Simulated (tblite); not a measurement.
# C6H14OSi: the cost of one run

The runs use tblite 0.8.0 and PySCF 2.14.0, with density-fitted response routines of our own; the level of theory stands in each step. All values are computed, except where a source is named. Atoms are numbered from 0 throughout.

**1. Starting geometry**

22 atoms, charge 0, multiplicity 1; geometry from: force field or distance geometry start.

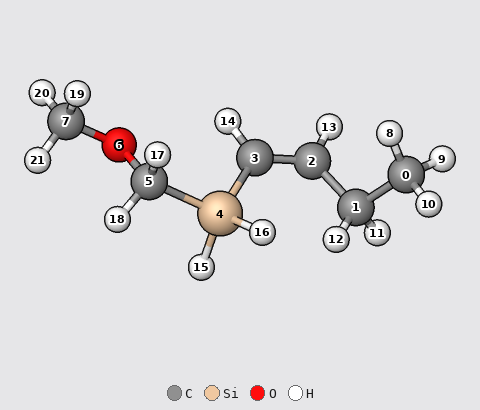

The starting geometry (carbon grey, silicon light orange, oxygen red, hydrogen white), atoms numbered; sticks join atoms by distance.

**2. Geometry optimisation with GFN2-xTB**

The job: settings as JSON, then the geometry in Å.

```
{"job": {"kind": "relax", "xc": "GFN2-xTB", "basis": "xTB"}, "charge": 0, "multiplicity": 1}
C     -3.598600     0.496800    -0.121000
C     -2.654700    -0.519800     0.476400
C     -1.600800     0.224500     1.219200
C     -0.316900     0.176600     0.936000
Si     0.355100    -0.894700    -0.411500
C      2.048500    -0.295900    -0.903400
O      2.747400     0.188800     0.208300
C      4.016500     0.629500    -0.174900
H     -3.073000     1.423500    -0.410400
H     -4.389500     0.803400     0.627500
H     -4.124600     0.100800    -1.029800
H     -3.262000    -1.162000     1.153600
H     -2.273200    -1.118700    -0.354300
H     -1.917200     0.868600     2.021700
H      0.355000     0.774600     1.548700
H      0.539600    -2.267200     0.132700
H     -0.547600    -0.941800    -1.549200
H      2.015700     0.488000    -1.682100
H      2.642300    -1.162900    -1.279300
H      3.920600     1.440000    -0.922100
H      4.569100     1.002500     0.730400
H      4.537900    -0.235300    -0.618100
```

Started as:

```
> OMP_NUM_THREADS=1 python probes_run.py task.json out
```

This one command runs all jobs of the session in turn.

**Question.** How long does this first job take on 1 thread of Arm Neoverse V2, shared host?

About 1.2 s.
